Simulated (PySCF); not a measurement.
# What a change does: NMR shielding calculation on N2O

System: N2O, SMILES N#[N+][O-].
Method of the first run: GIAO PBE0/pcSseg-1 NMR shielding, non-relativistic, IEF-PCM chloroform (PySCF 2.14.0).

The geometry comes from this level: PBE0-D3(BJ)/def2-SVP. Text and figures count atoms from 1; the logs count them from 0 in places.

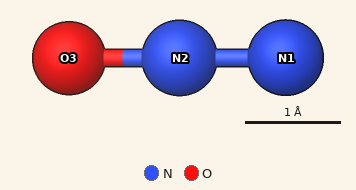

Figure 1. The structure as given in the input (ball-and-stick view, seen on its broad side; atoms are numbered from 1 in the order of the input). Bond lengths as drawn: N–N 1.13 Å and N–O 1.17 Å.

The input, the first run:
```
{"job": {"kind": "nmr", "xc": "PBE0", "basis": "pcSseg-1", "solvent": "chloroform", "pop": false}, "charge": 0, "multiplicity": 1}
N     -0.770380     0.390387     0.065618
N      0.355170     0.418166     0.053975
O      1.527726     0.446938     0.041874
```

The first line tells a small driver script what to run in PySCF; the rest is the geometry in Å.

Command:
```bash
OMP_NUM_THREADS=1 python <driver script> task.json out
```

Hardware: 1 CPU thread, shared host.

Output (the first run):
```
coarse grid: 3216 points
cycle   1  E = -184.3346119721  dE =  7.238e-01  |g| = 7.245e-01  |ddm| = 1.880e+00
cycle   2  E = -184.1011996981  dE =  2.334e-01  |g| = 1.388e+00  |ddm| = 1.069e+00
cycle   3  E = -184.4158808981  dE = -3.147e-01  |g| = 2.497e-01  |ddm| = 7.467e-01
cycle   4  E = -184.4268579740  dE = -1.098e-02  |g| = 8.841e-02  |ddm| = 1.781e-01
cycle   5  E = -184.4283645549  dE = -1.507e-03  |g| = 5.116e-03  |ddm| = 4.822e-02
cycle   6  E = -184.4283682992  dE = -3.744e-06  |g| = 1.565e-03  |ddm| = 3.648e-03
final grid: 33192 points
cycle   7  E = -184.4518951891  dE =  2.398e-05  |g| = 1.383e-02  |ddm| = 1.382e-02
cycle   8  E = -184.4516912883  dE =  2.039e-04  |g| = 3.518e-02  |ddm| = 2.712e-02
cycle   9  E = -184.4519297330  dE = -2.384e-04  |g| = 2.950e-03  |ddm| = 2.024e-02
cycle  10  E = -184.4519313107  dE = -1.578e-06  |g| = 2.076e-04  |ddm| = 1.335e-03
cycle  11  E = -184.4519313177  dE = -7.061e-09  |g| = 3.890e-05  |ddm| = 1.369e-04
cycle  12  E = -184.4519313181  dE = -3.353e-10  |g| = 6.734e-06  |ddm| = 3.008e-05
converged SCF energy = -184.4519313181

GIAO shielding tensors (ppm)
atom      isotropic    diamagn.    paramagn.     s11        s22        s33       span
  0 N       89.910     322.474    -232.564    -37.017    -37.017    343.763    380.781
  1 N        0.948     316.545    -315.597   -174.585   -174.585    352.015    526.600
  2 O      176.949     403.684    -226.735     56.983     56.984    416.880    359.897
```

For the second run the input was changed thus:
```diff
-"xc": "PBE0"
+"xc": "WP04"
```

What does this change do to the results?

The total energies belong to different methods, so their difference says nothing on which is more stable or more accurate. The HOMO goes from −9.70 to −11.02 eV. The LUMO goes from −0.13 to −2.89 eV. The dipole moment goes from 0.06 to 0.14 D. Of all shieldings, the largest change is that of O3, by −20.6 ppm. The functional changes from PBE0 to WP04. Exact exchange removes part of the self-interaction error of semilocal functionals, which pushes filled and empty levels apart. The SCF takes 13 iterations against 12.

Output (the second run):
```
coarse grid: 3216 points
cycle   1  E = -188.0999386589  dE =  7.294e-01  |g| = 8.689e-01  |ddm| = 1.893e+00
cycle   2  E = -187.3411079255  dE =  7.588e-01  |g| = 2.204e+00  |ddm| = 1.574e+00
cycle   3  E = -188.1402478271  dE = -7.991e-01  |g| = 6.384e-01  |ddm| = 1.337e+00
cycle   4  E = -188.2199849657  dE = -7.974e-02  |g| = 1.890e-01  |ddm| = 4.269e-01
cycle   5  E = -188.2265022098  dE = -6.517e-03  |g| = 2.307e-02  |ddm| = 9.102e-02
cycle   6  E = -188.2266052539  dE = -1.030e-04  |g| = 5.999e-03  |ddm| = 1.554e-02
cycle   7  E = -188.2266122616  dE = -7.008e-06  |g| = 7.450e-04  |ddm| = 2.986e-03
final grid: 33192 points
cycle   8  E = -188.2612721818  dE =  1.469e-05  |g| = 1.097e-02  |ddm| = 1.024e-02
cycle   9  E = -188.2610641095  dE =  2.081e-04  |g| = 3.434e-02  |ddm| = 2.395e-02
cycle  10  E = -188.2612922400  dE = -2.281e-04  |g| = 3.506e-03  |ddm| = 1.926e-02
cycle  11  E = -188.2612945043  dE = -2.264e-06  |g| = 2.568e-04  |ddm| = 1.540e-03
cycle  12  E = -188.2612945166  dE = -1.233e-08  |g| = 4.509e-05  |ddm| = 1.638e-04
cycle  13  E = -188.2612945170  dE = -4.444e-10  |g| = 5.719e-06  |ddm| = 3.363e-05
converged SCF energy = -188.2612945170

GIAO shielding tensors (ppm)
atom      isotropic    diamagn.    paramagn.     s11        s22        s33       span
  0 N       74.126     323.028    -248.902    -61.427    -61.427    345.233    406.659
  1 N       -8.432     318.862    -327.294   -189.305   -189.305    353.313    542.619
  2 O      156.349     404.904    -248.554     24.928     24.929    419.191    394.263
```

The two runs side by side:

```tsv
quantity	the first run	the second run
outcome	converged	converged
total energy (hartree)	−184.451931	−188.261295
HOMO (eV)	−9.70	−11.02
LUMO (eV)	−0.13	−2.89
dipole moment (D)	0.06	0.14
shielding of N1 (ppm)	89.9	74.1
shielding of N2 (ppm)	0.9	−8.4
shielding of O3 (ppm)	176.9	156.3
SCF iterations	12	13
basis functions	51	51
wall time (shared host)	0.82 s	0.86 s
```
